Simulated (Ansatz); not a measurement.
```xyz
10

Al    0.0217    0.6402   -0.7185
H     0.0056    0.3766    3.0467
N     1.5673   -0.0691   -1.1693
H     1.6986   -0.9003   -1.7120
H     2.4572    0.3093   -0.9075
N    -1.5471   -0.0081   -1.1807
H    -1.7065   -0.8345   -1.7233
H    -2.4236    0.4052   -0.9264
F     0.0455    2.0216    0.1975
H     0.0181    0.9571    2.5756
```

The calculation used Ansatz 0.2.0, RHF/def2-SVP.

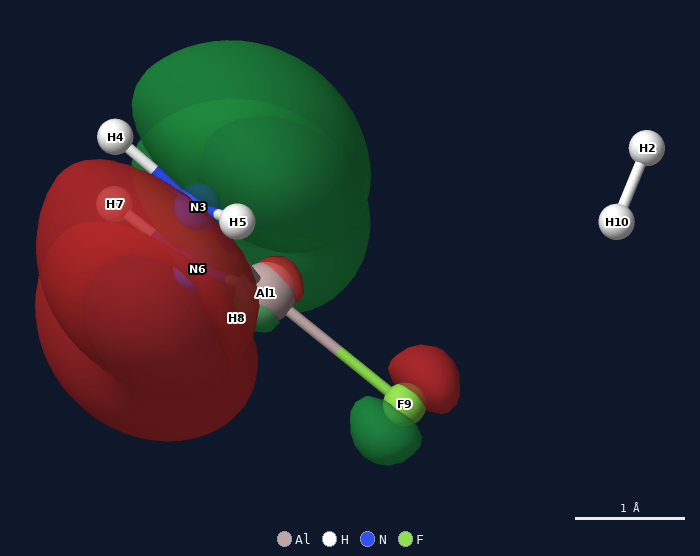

AlFH$_{4}$N$_{2}$···H$_{2}$. The HOMO−1 at ±0.08 Å⁻³ᐟ² (green and red are the two phases), seen from one side.

Q: Where does this orbital lie, and at what energy?

A: Its weight (Hirshfeld) is mainly on N3 (about 35 %), N6 (about 35 %) and Al1 (about 15 %). Its energy is −11.31 eV.
